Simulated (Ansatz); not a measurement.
Take ZnS in the wurtzite structure (space group P6_3mc, No. 186; a = 3.845 Å, c = 6.305 Å) as the base.

The change: the cell is scaled by 1.0180 in all directions; the atoms relax in the strained cell.

Level of theory: Kohn–Sham DFT with the PBE functional, run in Ansatz (a first-principles code) with PAW and 420 eV plane waves, no spin-orbit coupling.

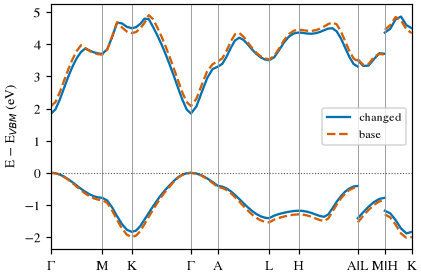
Highest valence and lowest conduction band along the path, each from its own valence-band maximum

The gap is 1.85 eV, direct at Γ; the base has 2.08 eV.

No phonon test of stability was made.
